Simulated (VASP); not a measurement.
Band structure of HfGe₂ (relaxed from the Al2Cu structure, space group I4/mcm). These are PBEsol GGA, VASP's PBE PAW potentials (set 64) (plane waves; VASP) values and carry that method's errors.

Unless said otherwise, spin-orbit coupling is left out, though it shifts the bands of the heavy elements here.

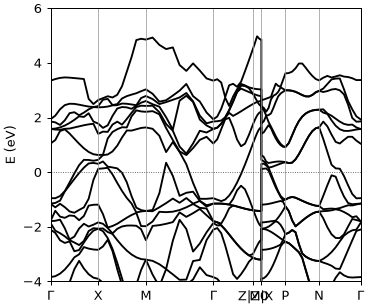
Fig. 1. Bands along high-symmetry lines, zero at the valence-band maximum or, without a gap, the Fermi level

Q: Read the plot: is there a gap, and where are the band edges?

A: It has no gap at this level: it comes out as a metal or semimetal. (Edges off the drawn lines would not show.)

The structure was generated: HfGe2 was put into the Al2Cu type (I4/mcm), which need not be its known phase. It was relaxed first, which changed the volume by -32 %.
